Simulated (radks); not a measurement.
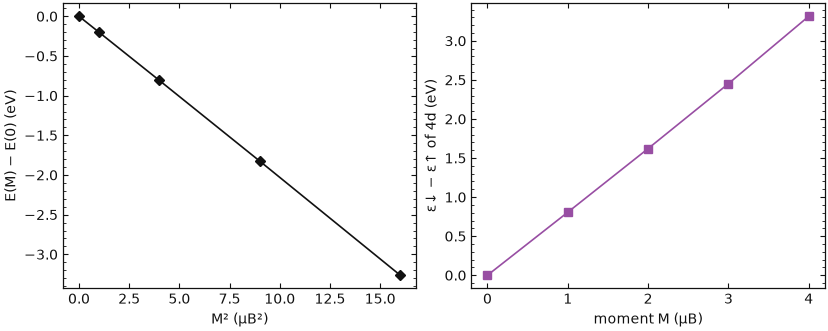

For Tc³⁺ in [Kr] 4d4, the spin moment of the 4d shell is fixed at a series of values. Level of theory: non-relativistic Kohn-Sham, PBEsol, spin-polarised, spherical densities, point nucleus. Computed with the in-house radial solver radks. The plot shows the energy and the exchange splitting.

### What is the spin-polarisation energy, and which exchange integral follows?

The energy falls with the moment, to −3.26 eV at M = 4 μB, the largest moment run, in line with Hund's first rule (at fractional spins the functional's fractional-spin error adds to the fall). A fit E = −I M²/4 gives an exchange integral I of about 0.81 eV, and the exchange splitting grows nearly in proportion to M, to 3.31 eV (0.83 eV per μB).
